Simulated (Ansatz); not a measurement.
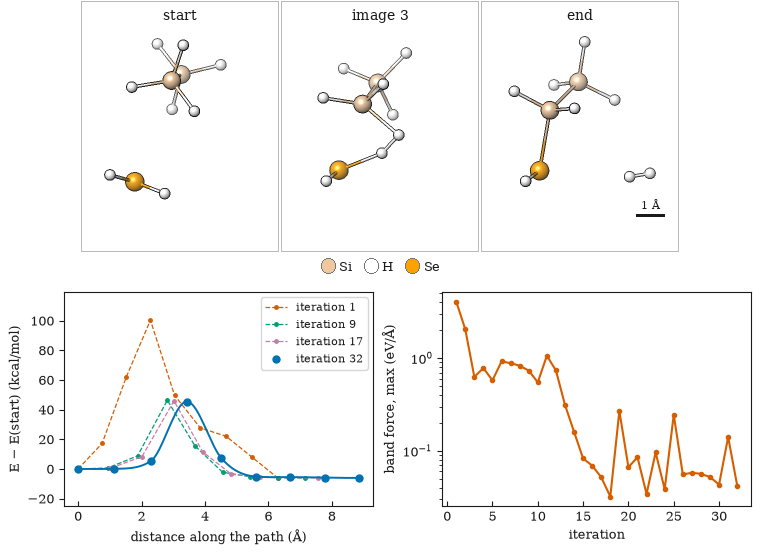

A search for the minimum-energy path of Si$_{2}$H$_{8}$Se, made up of Si2H6 and H$_{2}$Se by the nudged elastic band. Images are numbered from 0 (start) to 8 (end). The plot follows the band through its iterations. A ball-and-stick model, seen from a free direction.

These are results of Ansatz, RKS PBE0/def2-SVP, not measurements. Settings: 7 movable images; climbing image; force threshold 0.05 eV/Å; iteration limit 60; spring constant 50.0 eV/Å²; starting path through a guess of the saddle point.

Did the band converge, and can the barrier be trusted?

The run is converged, with reservations. The band converged in 32 iterations. The largest component of the band force went from 4.1 to 0.042 eV/Å. The climbing image converged on the top of the path. Its curvatures weren't checked. The spring constant is far from the usual few eV/Å², which spoils the spacing or the steps. The first iteration put the highest image at 100.4 kcal/mol. The energy climbs by 45.5 kcal/mol to image 3 and then falls by 51.6 kcal/mol, so the end point sits at −6.0 kcal/mol.

Limits of the set-up: the start holds two separate molecules, 3.2 Å apart at their closest, whose relative position is a soft coordinate and is computed without a dispersion correction.

The run took 7.2 min on 2 threads of AMD EPYC 9R14 (Zen 4) (shared host), peak memory 0.28 GiB.
